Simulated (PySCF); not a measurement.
# C₃H₆OSSi: NMR shifts at several levels of theory

How much do the NMR shifts of C₃H₆OSSi (`C=C(C=O)S[SiH3]`) depend on the level of theory, and what does each level cost?

Computed with PySCF 2.14.0, with density-fitted response routines of our own, on a single molecule in the gas phase. Atoms are numbered from 0 throughout.

### Step 1. The molecule as given

12 atoms, charge 0, multiplicity 1; geometry from: GFN2-xTB. The atoms were then displaced at random by about 0.01 Å, so the start is not that level's minimum.

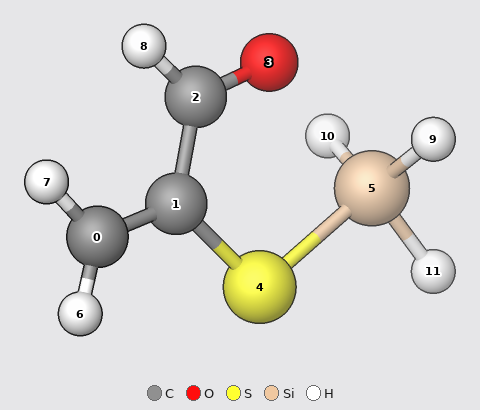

The starting geometry (carbon grey, oxygen red, sulfur yellow, silicon light orange, hydrogen white), atoms numbered.

### Step 2. Relaxing the molecule at PBE0-D3(BJ)/def2-SVP

What the job is given:

```
{"job": {"xc": "PBE0", "basis": "def2-SVP", "d3": "d3bj", "grid": 1, "shake": 0.01, "kind": "geom"}, "charge": 0, "multiplicity": 1}
C     -1.900120    -1.325010    -0.298670
C     -0.819170    -0.558320    -0.133040
C     -0.930490     0.777470     0.424650
O      0.057960     1.528270     0.608840
S      0.780550    -1.117640    -0.575870
Si     2.104660     0.555590    -0.037050
H     -1.855710    -2.289480    -0.721640
H     -2.876140    -0.919420    -0.032740
H     -1.934700     1.097760     0.722090
H      2.169450     0.694160     1.419460
H      1.896930     1.659080    -0.938850
H      3.346460    -0.130720    -0.446200
```

On the command line:

```sh
> OMP_NUM_THREADS=1 python probes_run.py task.json out
```

One launch serves the whole session: the jobs run in the order shown.

Standard output:

```text
step   0  E = -879.98053326  max force = 0.054140
step   1  E = -879.98926989  max force = 0.010997
step   2  E = -879.98695784  max force = 0.020058
step   3  E = -879.98951038  max force = 0.007055
step   4  E = -879.99006532  max force = 0.002737
step   5  E = -879.99013787  max force = 0.001682
step   6  E = -879.99014355  max force = 0.001493
step   7  E = -879.99017430  max force = 0.001019
step   8  E = -879.99016930  max force = 0.000891
step   9  E = -879.99017939  max force = 0.000558
step  10  E = -879.99018147  max force = 0.000445
optimisation converged
```

Run time: 69 s. Hardware: 1 thread of Arm Neoverse V1, shared host; peak memory 0.52 GiB.

Along the way: (the energy doesn't fall at every step)

```csv
step,energy from step 0 (eV),largest force component (eV/Å)
0,0.0000,2.7840
1,-0.2377,0.5655
2,-0.1748,1.0314
3,-0.2443,0.3628
4,-0.2594,0.1407
5,-0.2614,0.0865
6,-0.2615,0.0768
7,-0.2623,0.0524
8,-0.2622,0.0458
9,-0.2625,0.0287
10,-0.2625,0.0229
```

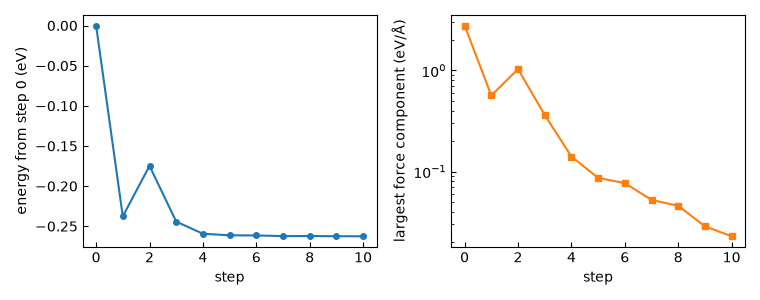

Energy and largest force along the relaxation.

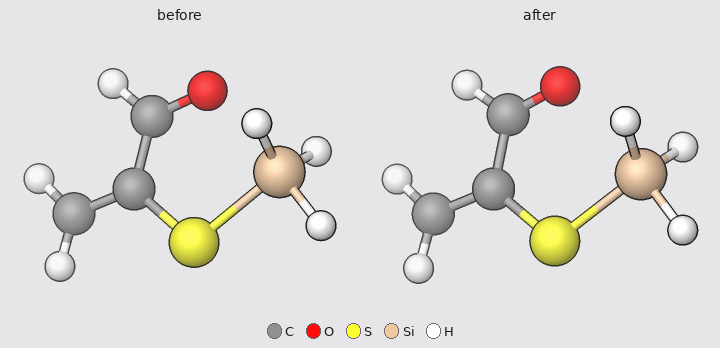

Before and after, at one scale.

Distances of close pairs at the start and the end, largest changes first:

```csv
bond,before (Å),after (Å),change (Å)
Si5–H10,1.440,1.487,+0.047
C2–O3,1.255,1.208,-0.047
C0–H6,1.054,1.092,+0.038
Si5–H11,1.477,1.500,+0.023
Si5–H9,1.465,1.487,+0.023
S4–Si5,2.201,2.179,-0.022
C1–C2,1.452,1.474,+0.022
C2–H8,1.095,1.115,+0.020
```

The next job starts from the end point, and lists it.

```csv
at the end point,value
point group (found at 0.08 Å tolerance),Cs
"rotational constants (GHz, main isotopes)","3.648, 1.978, 1.303"
dipole moment (D),2.84
```

### Step 3. Nuclear shieldings: HF/pcSseg-1

What the job is given:

```
{"job": {"kind": "nmr", "xc": "HF", "basis": "pcSseg-1", "pop": false}, "charge": 0, "multiplicity": 1}
C     -1.914407    -1.330732    -0.312705
C     -0.821238    -0.565585    -0.133421
C     -1.006362     0.776267     0.447692
O     -0.103902     1.550082     0.661308
S      0.797027    -1.097100    -0.562161
Si     2.161675     0.522544    -0.051772
H     -1.862346    -2.335800    -0.736506
H     -2.897807    -0.945763    -0.027894
H     -2.061879     1.043209     0.690068
H      2.315885     0.793486     1.402451
H      2.031250     1.750309    -0.881081
H      3.401654    -0.189281    -0.504805
```

Method: GIAO HF/pcSseg-1 NMR shielding, non-relativistic, gas phase.

Standard output:

```text
final grid: 100736 points
cycle   1  E = -878.1684017830  dE =  1.002e+00  |g| = 7.711e-01  |ddm| = 3.192e+00
cycle   2  E = -878.2582410296  dE = -8.984e-02  |g| = 6.195e-01  |ddm| = 1.160e+00
cycle   3  E = -878.3306233527  dE = -7.238e-02  |g| = 8.333e-02  |ddm| = 5.730e-01
cycle   4  E = -878.3336635662  dE = -3.040e-03  |g| = 2.768e-02  |ddm| = 1.625e-01
cycle   5  E = -878.3340121402  dE = -3.486e-04  |g| = 8.473e-03  |ddm| = 6.487e-02
cycle   6  E = -878.3340707030  dE = -5.856e-05  |g| = 4.269e-03  |ddm| = 2.600e-02
cycle   7  E = -878.3340814372  dE = -1.073e-05  |g| = 1.699e-03  |ddm| = 1.124e-02
cycle   8  E = -878.3340833493  dE = -1.912e-06  |g| = 6.590e-04  |ddm| = 4.309e-03
cycle   9  E = -878.3340835783  dE = -2.290e-07  |g| = 1.735e-04  |ddm| = 1.497e-03
cycle  10  E = -878.3340836053  dE = -2.692e-08  |g| = 5.635e-05  |ddm| = 5.569e-04
cycle  11  E = -878.3340836077  dE = -2.460e-09  |g| = 1.482e-05  |ddm| = 1.973e-04
cycle  12  E = -878.3340836079  dE = -1.603e-10  |g| = 6.232e-06  |ddm| = 4.285e-05
converged SCF energy = -878.3340836079

GIAO shielding tensors (ppm)
atom      isotropic    diamagn.    paramagn.     s11        s22        s33       span
  0 C       45.553     253.295    -207.742    -93.094     65.887    163.865    256.960
  1 C       41.407     264.703    -223.296    -77.855     52.542    149.533    227.388
  2 C       -6.415     246.836    -253.252   -107.891     -7.348     95.993    203.884
  3 O     -279.120     402.819    -681.939   -779.930   -419.629    362.197   1142.127
  4 S      674.831    1056.760    -381.929    463.056    646.283    915.153    452.097
  5 Si     447.003     872.769    -425.766    401.987    454.514    484.508     82.522
  6 H       24.778      29.993      -5.216     21.055     23.150     30.128      9.073
  7 H       25.322      30.115      -4.793     20.750     24.817     30.399      9.650
  8 H       22.926      29.330      -6.405     20.763     23.403     24.611      3.847
  9 H       26.929      28.005      -1.076     23.829     24.809     32.150      8.320
 10 H       26.930      28.003      -1.073     23.827     24.811     32.152      8.325
 11 H       27.677      27.833      -0.156     23.698     25.901     33.433      9.736
```

Wall time 7.2 s (1 thread of Arm Neoverse V1, shared host); peak memory 0.89 GiB.

Shifts follow as δ = σ(reference) − σ, with reference shieldings (ppm) from runs at the same level and on the same kind of geometry: 1H TMS 31.69, 13C TMS 190.8, 29Si TMS 393.4, 17O H2O 333.3, 33S CS2 514. The references are single molecules in the gas phase, so shifts against H2O, NH3, PH3, H3PO4 or CFCl3 are not on the usual liquid scales and can be off by tens of ppm. Atoms listed in one row are averaged.

```csv
atoms,environment,σ (ppm),δ (ppm)
C2,aldehyde carbonyl carbon,-6.4,197.3
C1,α carbon of a C=C–C=O unit,41.4,149.4
C0,β carbon of a C=C–C=O unit,45.6,145.3
H8,hydrogen on an aldehyde carbonyl carbon,22.93,8.76
H6,hydrogen on a β carbon of a C=C–C=O unit,24.78,6.91
H7,hydrogen on a β carbon of a C=C–C=O unit,25.32,6.36
"H9, H10, H11",hydrogen on a silicon bonded to S,27.18,4.51
O3,aldehyde oxygen,-279.1,612.4
S4,"sulfur bonded to C, Si",675,-161
Si5,"silicon bonded to S, 3 H",447.0,-53.6
```

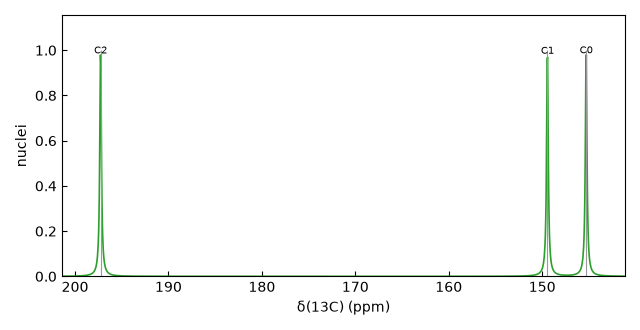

13C lines at the computed shifts, without couplings. Lines are broadened to a width of 0.21 ppm (Lorentzian).

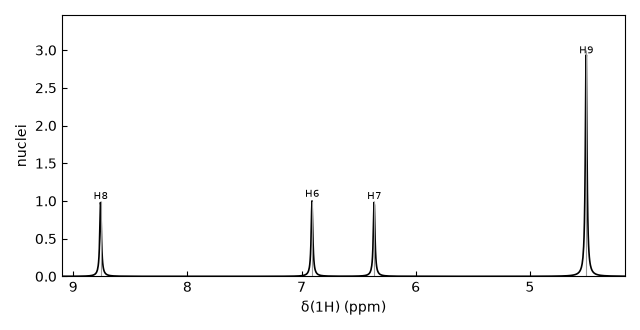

1H lines at the computed shifts, without couplings. Lines are broadened to a width of 0.02 ppm (Lorentzian).

### Step 4. Nuclear shieldings: LDA/pcSseg-1

Settings changed since step 3:

```diff
@@ -1,2 +1,2 @@
-{"job": {"kind": "nmr", "xc": "HF", "basis": "pcSseg-1", "pop": false}, "charge": 0, "multiplicity": 1}
+{"job": {"kind": "nmr", "xc": "LDA", "basis": "pcSseg-1", "pop": false}, "charge": 0, "multiplicity": 1}
 C     -1.914407    -1.330732    -0.312705
```

Level: GIAO LDA/pcSseg-1 NMR shielding, non-relativistic, gas phase.

Standard output:

```text
coarse grid: 11312 points
cycle   1  E = -876.4737907241  dE =  5.918e-01  |g| = 7.718e-01  |ddm| = 3.343e+00
cycle   2  E = -875.6196322714  dE =  8.542e-01  |g| = 2.115e+00  |ddm| = 3.535e+00
cycle   3  E = -876.5509938411  dE = -9.314e-01  |g| = 3.824e-01  |ddm| = 3.143e+00
cycle   4  E = -876.5758552602  dE = -2.486e-02  |g| = 2.262e-01  |ddm| = 6.301e-01
cycle   5  E = -876.5885964662  dE = -1.274e-02  |g| = 1.071e-01  |ddm| = 3.463e-01
cycle   6  E = -876.5919960138  dE = -3.400e-03  |g| = 2.611e-02  |ddm| = 1.428e-01
cycle   7  E = -876.5921613768  dE = -1.654e-04  |g| = 9.555e-03  |ddm| = 4.217e-02
cycle   8  E = -876.5921840924  dE = -2.272e-05  |g| = 2.857e-03  |ddm| = 1.358e-02
cycle   9  E = -876.5921863215  dE = -2.229e-06  |g| = 7.566e-04  |ddm| = 4.368e-03
final grid: 100736 points
cycle  10  E = -876.6412089765  dE = -1.781e-05  |g| = 2.753e-03  |ddm| = 1.691e-02
cycle  11  E = -876.6412055304  dE =  3.446e-06  |g| = 4.411e-03  |ddm| = 8.146e-03
cycle  12  E = -876.6412104688  dE = -4.938e-06  |g| = 1.232e-03  |ddm| = 6.092e-03
cycle  13  E = -876.6412109240  dE = -4.552e-07  |g| = 5.882e-04  |ddm| = 2.121e-03
cycle  14  E = -876.6412109996  dE = -7.560e-08  |g| = 1.691e-04  |ddm| = 6.423e-04
cycle  15  E = -876.6412110048  dE = -5.211e-09  |g| = 7.188e-05  |ddm| = 1.893e-04
cycle  16  E = -876.6412110058  dE = -1.053e-09  |g| = 1.745e-05  |ddm| = 6.962e-05
cycle  17  E = -876.6412110059  dE = -9.550e-11  |g| = 3.049e-06  |ddm| = 2.264e-05
converged SCF energy = -876.6412110059

GIAO shielding tensors (ppm)
atom      isotropic    diamagn.    paramagn.     s11        s22        s33       span
  0 C       37.593     252.174    -214.581    -77.545     35.342    154.982    232.527
  1 C       21.176     265.524    -244.348    -68.155      6.951    124.733    192.888
  2 C      -19.707     249.245    -268.952    -96.785    -29.495     67.160    163.944
  3 O     -311.407     401.718    -713.125   -861.249   -381.075    308.103   1169.352
  4 S      562.391    1058.448    -496.057    313.862    589.918    783.394    469.533
  5 Si     376.339     878.783    -502.444    320.968    369.704    438.345    117.376
  6 H       23.949      29.281      -5.332     20.261     23.086     28.500      8.239
  7 H       24.728      29.517      -4.789     20.470     24.927     28.787      8.317
  8 H       21.698      28.842      -7.144     19.895     21.382     23.818      3.923
  9 H       25.243      27.631      -2.388     22.197     23.098     30.435      8.238
 10 H       25.244      27.628      -2.384     22.196     23.098     30.438      8.242
 11 H       26.035      26.946      -0.911     22.152     24.539     31.414      9.262
```

Run time: 18 s. Hardware: 1 thread of Arm Neoverse V1, shared host; peak memory 0.74 GiB.

In short: δ C2 200.4, C1 159.5, C0 143.1, O3 654.2, H8 9.13, H6 6.88 ppm.

### Step 5. Shielding tensors: PBE/pcSseg-1

Settings changed since step 4:

```diff
@@ -1,2 +1,2 @@
-{"job": {"kind": "nmr", "xc": "LDA", "basis": "pcSseg-1", "pop": false}, "charge": 0, "multiplicity": 1}
+{"job": {"kind": "nmr", "xc": "PBE", "basis": "pcSseg-1", "pop": false}, "charge": 0, "multiplicity": 1}
 C     -1.914407    -1.330732    -0.312705
```

Level: GIAO PBE/pcSseg-1 NMR shielding, non-relativistic, gas phase.

Standard output:

```text
coarse grid: 11312 points
cycle   1  E = -880.0476110701  dE =  6.009e-01  |g| = 7.688e-01  |ddm| = 3.347e+00
cycle   2  E = -879.2114380938  dE =  8.362e-01  |g| = 2.094e+00  |ddm| = 3.331e+00
cycle   3  E = -880.1272905285  dE = -9.159e-01  |g| = 3.654e-01  |ddm| = 2.959e+00
cycle   4  E = -880.1497392473  dE = -2.245e-02  |g| = 2.194e-01  |ddm| = 6.025e-01
cycle   5  E = -880.1619385898  dE = -1.220e-02  |g| = 1.003e-01  |ddm| = 3.282e-01
cycle   6  E = -880.1648934724  dE = -2.955e-03  |g| = 2.543e-02  |ddm| = 1.319e-01
cycle   7  E = -880.1650548773  dE = -1.614e-04  |g| = 8.500e-03  |ddm| = 3.951e-02
cycle   8  E = -880.1650730032  dE = -1.813e-05  |g| = 2.677e-03  |ddm| = 1.251e-02
cycle   9  E = -880.1650750413  dE = -2.038e-06  |g| = 6.352e-04  |ddm| = 4.107e-03
final grid: 100736 points
cycle  10  E = -880.2295696593  dE =  3.605e-05  |g| = 1.961e-02  |ddm| = 2.972e-02
cycle  11  E = -880.2288588429  dE =  7.108e-04  |g| = 5.964e-02  |ddm| = 6.662e-02
cycle  12  E = -880.2296356295  dE = -7.768e-04  |g| = 7.637e-03  |ddm| = 5.806e-02
cycle  13  E = -880.2296510922  dE = -1.546e-05  |g| = 1.553e-03  |ddm| = 9.498e-03
cycle  14  E = -880.2296515609  dE = -4.687e-07  |g| = 6.271e-04  |ddm| = 1.770e-03
cycle  15  E = -880.2296516880  dE = -1.271e-07  |g| = 1.407e-04  |ddm| = 9.270e-04
cycle  16  E = -880.2296516940  dE = -6.009e-09  |g| = 3.943e-05  |ddm| = 2.218e-04
cycle  17  E = -880.2296516943  dE = -3.558e-10  |g| = 1.448e-05  |ddm| = 5.974e-05
converged SCF energy = -880.2296516943

GIAO shielding tensors (ppm)
atom      isotropic    diamagn.    paramagn.     s11        s22        s33       span
  0 C       43.076     251.512    -208.436    -69.574     44.907    153.895    223.469
  1 C       27.426     264.692    -237.266    -59.340     16.286    125.330    184.670
  2 C      -11.531     249.023    -260.554    -90.838    -14.003     70.248    161.085
  3 O     -289.481     401.708    -691.189   -807.620   -367.599    306.775   1114.396
  4 S      575.201    1058.646    -483.445    339.839    595.414    790.350    450.511
  5 Si     392.259     878.051    -485.792    340.602    387.563    448.612    108.010
  6 H       24.467      29.769      -5.302     20.765     23.575     29.061      8.296
  7 H       25.157      29.992      -4.834     20.915     25.288     29.268      8.353
  8 H       22.129      29.399      -7.270     20.403     21.837     24.146      3.743
  9 H       25.845      28.148      -2.303     22.832     23.724     30.980      8.148
 10 H       25.846      28.145      -2.299     22.831     23.724     30.983      8.152
 11 H       26.622      27.468      -0.846     22.768     25.124     31.975      9.207
```

Run time: 21 s. Hardware: 1 thread of Arm Neoverse V1, shared host; peak memory 0.74 GiB.

In short: δ C2 191.6, C1 152.6, C0 137.0, O3 624.1, H8 9.07, H6 6.73 ppm.

### Step 6. Shielding tensors: BLYP/pcSseg-1

Settings changed since step 5:

```diff
@@ -1,2 +1,2 @@
-{"job": {"kind": "nmr", "xc": "PBE", "basis": "pcSseg-1", "pop": false}, "charge": 0, "multiplicity": 1}
+{"job": {"kind": "nmr", "xc": "BLYP", "basis": "pcSseg-1", "pop": false}, "charge": 0, "multiplicity": 1}
 C     -1.914407    -1.330732    -0.312705
```

Level: GIAO BLYP/pcSseg-1 NMR shielding, non-relativistic, gas phase.

Standard output:

```text
coarse grid: 11312 points
cycle   1  E = -880.5137040731  dE =  6.045e-01  |g| = 8.372e-01  |ddm| = 3.334e+00
cycle   2  E = -879.5336160322  dE =  9.801e-01  |g| = 2.253e+00  |ddm| = 3.704e+00
cycle   3  E = -880.6040574909  dE = -1.070e+00  |g| = 4.043e-01  |ddm| = 3.338e+00
cycle   4  E = -880.6303561863  dE = -2.630e-02  |g| = 2.523e-01  |ddm| = 6.760e-01
cycle   5  E = -880.6462388674  dE = -1.588e-02  |g| = 1.157e-01  |ddm| = 3.682e-01
cycle   6  E = -880.6501128759  dE = -3.874e-03  |g| = 2.942e-02  |ddm| = 1.522e-01
cycle   7  E = -880.6503273122  dE = -2.144e-04  |g| = 1.023e-02  |ddm| = 4.462e-02
cycle   8  E = -880.6503540122  dE = -2.670e-05  |g| = 3.126e-03  |ddm| = 1.483e-02
cycle   9  E = -880.6503567092  dE = -2.697e-06  |g| = 7.611e-04  |ddm| = 4.716e-03
final grid: 100736 points
cycle  10  E = -880.7173232582  dE = -1.205e-05  |g| = 8.260e-03  |ddm| = 2.033e-02
cycle  11  E = -880.7172281284  dE =  9.513e-05  |g| = 2.222e-02  |ddm| = 2.382e-02
cycle  12  E = -880.7173334145  dE = -1.053e-04  |g| = 4.507e-03  |ddm| = 2.205e-02
cycle  13  E = -880.7173384069  dE = -4.992e-06  |g| = 9.775e-04  |ddm| = 5.596e-03
cycle  14  E = -880.7173386119  dE = -2.049e-07  |g| = 3.446e-04  |ddm| = 1.094e-03
cycle  15  E = -880.7173386469  dE = -3.501e-08  |g| = 1.157e-04  |ddm| = 4.983e-04
cycle  16  E = -880.7173386508  dE = -3.957e-09  |g| = 1.904e-05  |ddm| = 1.500e-04
cycle  17  E = -880.7173386509  dE = -7.321e-11  |g| = 8.278e-06  |ddm| = 2.703e-05
converged SCF energy = -880.7173386509

GIAO shielding tensors (ppm)
atom      isotropic    diamagn.    paramagn.     s11        s22        s33       span
  0 C       38.996     251.127    -212.132    -74.638     42.867    148.758    223.396
  1 C       20.026     263.885    -243.859    -67.793      7.700    120.170    187.963
  2 C      -16.635     248.841    -265.475    -97.633    -16.856     64.585    162.218
  3 O     -292.616     403.050    -695.666   -808.363   -373.563    304.078   1112.440
  4 S      550.500    1059.047    -508.547    314.821    563.472    773.206    458.385
  5 Si     382.119     877.748    -495.630    330.496    377.389    438.471    107.975
  6 H       24.780      30.008      -5.227     21.111     23.910     29.320      8.209
  7 H       25.455      30.264      -4.809     21.255     25.585     29.526      8.271
  8 H       22.353      29.719      -7.366     20.622     22.074     24.362      3.740
  9 H       26.140      28.540      -2.399     23.185     24.053     31.183      7.997
 10 H       26.141      28.536      -2.396     23.184     24.052     31.185      8.001
 11 H       26.947      27.729      -0.782     23.181     25.461     32.199      9.018
```

Wall time 21 s (1 thread of Arm Neoverse V1, shared host); peak memory 0.74 GiB.

This run: δ C2 191.9, C1 155.3, C0 136.3, O3 626.3, H8 9.01, H6 6.58 ppm.

### Step 7. Shielding tensors: BP86/pcSseg-1

Settings changed since step 6:

```diff
@@ -1,2 +1,2 @@
-{"job": {"kind": "nmr", "xc": "BLYP", "basis": "pcSseg-1", "pop": false}, "charge": 0, "multiplicity": 1}
+{"job": {"kind": "nmr", "xc": "BP86", "basis": "pcSseg-1", "pop": false}, "charge": 0, "multiplicity": 1}
 C     -1.914407    -1.330732    -0.312705
```

Level: GIAO BP86/pcSseg-1 NMR shielding, non-relativistic, gas phase.

Standard output:

```text
coarse grid: 11312 points
cycle   1  E = -880.6669325579  dE =  6.038e-01  |g| = 7.804e-01  |ddm| = 3.336e+00
cycle   2  E = -879.8096415350  dE =  8.573e-01  |g| = 2.115e+00  |ddm| = 3.372e+00
cycle   3  E = -880.7504553586  dE = -9.408e-01  |g| = 3.602e-01  |ddm| = 2.996e+00
cycle   4  E = -880.7718893018  dE = -2.143e-02  |g| = 2.213e-01  |ddm| = 6.062e-01
cycle   5  E = -880.7844466523  dE = -1.256e-02  |g| = 9.901e-02  |ddm| = 3.268e-01
cycle   6  E = -880.7873205975  dE = -2.874e-03  |g| = 2.477e-02  |ddm| = 1.306e-01
cycle   7  E = -880.7874731489  dE = -1.526e-04  |g| = 8.285e-03  |ddm| = 3.829e-02
cycle   8  E = -880.7874906183  dE = -1.747e-05  |g| = 2.637e-03  |ddm| = 1.230e-02
cycle   9  E = -880.7874925735  dE = -1.955e-06  |g| = 6.131e-04  |ddm| = 3.993e-03
final grid: 100736 points
cycle  10  E = -880.8548109880  dE = -1.380e-05  |g| = 8.215e-03  |ddm| = 2.211e-02
cycle  11  E = -880.8546926238  dE =  1.184e-04  |g| = 2.472e-02  |ddm| = 2.635e-02
cycle  12  E = -880.8548217654  dE = -1.291e-04  |g| = 2.785e-03  |ddm| = 2.365e-02
cycle  13  E = -880.8548239060  dE = -2.141e-06  |g| = 9.152e-04  |ddm| = 3.951e-03
cycle  14  E = -880.8548240303  dE = -1.243e-07  |g| = 3.570e-04  |ddm| = 9.972e-04
cycle  15  E = -880.8548240658  dE = -3.550e-08  |g| = 7.445e-05  |ddm| = 4.714e-04
cycle  16  E = -880.8548240678  dE = -2.002e-09  |g| = 2.177e-05  |ddm| = 1.381e-04
cycle  17  E = -880.8548240679  dE = -1.228e-10  |g| = 5.767e-06  |ddm| = 3.059e-05
converged SCF energy = -880.8548240679

GIAO shielding tensors (ppm)
atom      isotropic    diamagn.    paramagn.     s11        s22        s33       span
  0 C       42.737     251.971    -209.234    -69.636     44.648    153.200    222.836
  1 C       26.812     264.836    -238.024    -59.700     15.648    124.488    184.189
  2 C      -11.679     249.143    -260.823    -90.664    -14.397     70.024    160.688
  3 O     -284.726     401.828    -686.554   -797.344   -365.096    308.263   1105.607
  4 S      571.805    1058.810    -487.005    337.276    591.208    786.931    449.654
  5 Si     390.195     878.004    -487.809    338.723    385.926    445.937    107.214
  6 H       24.536      29.790      -5.254     20.869     23.635     29.103      8.234
  7 H       25.225      30.032      -4.807     20.991     25.338     29.345      8.354
  8 H       22.203      29.436      -7.233     20.474     21.905     24.231      3.757
  9 H       25.920      28.226      -2.306     22.907     23.812     31.041      8.134
 10 H       25.921      28.223      -2.302     22.906     23.812     31.044      8.138
 11 H       26.704      27.521      -0.816     22.853     25.202     32.059      9.206
```

Wall time 21 s (1 thread of Arm Neoverse V1, shared host); peak memory 0.74 GiB.

In short: δ C2 191.4, C1 152.9, C0 137.0, O3 617.3, H8 9.06, H6 6.73 ppm.

[end of part 1 of 2]
